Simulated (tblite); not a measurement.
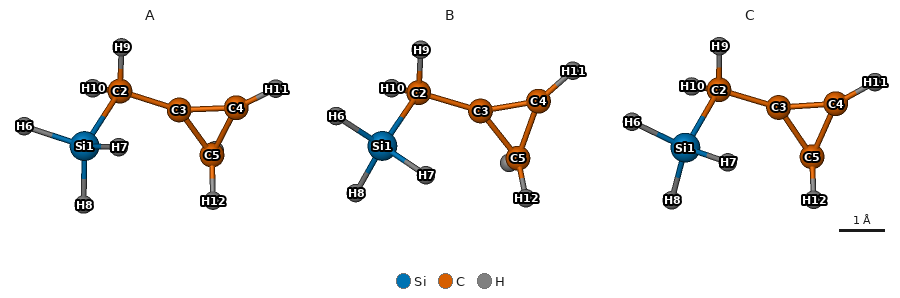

3 geometries from one relaxation of C4H8Si, in shuffled order. A ball-and-stick model, seen at a tilt.

The calculation used GFN2-xTB geometry optimisation, gas phase (tblite). 

Question: Put them in the order of the run, from the start to the converged end.

Answer: B, C, A. They are steps 0, 36, 75, at +31.8 kJ/mol, +1.59 kJ/mol relative to the last. After 75 geometry steps the energy has fallen by 31.8 kJ/mol. The largest move after the best rigid fit is that of an H atom, 0.80 Å. Largest moves by element: H 0.80 Å, C 0.25 Å, Si 0.13 Å. Near-neighbour distances that change, for instance: C–Si 1.855 → 1.916 Å, C–C 1.500 → 1.457 Å, C–C 1.334 → 1.301 Å, H–Si 1.486 → 1.463 Å. Among the angles between lasting bonds that change: C–C–H 111.0° → 119.7°, C–C–H 151.6° → 144.1°, C–C–H 145.1° → 151.6°. Groups turn about C–Si by about 30°.
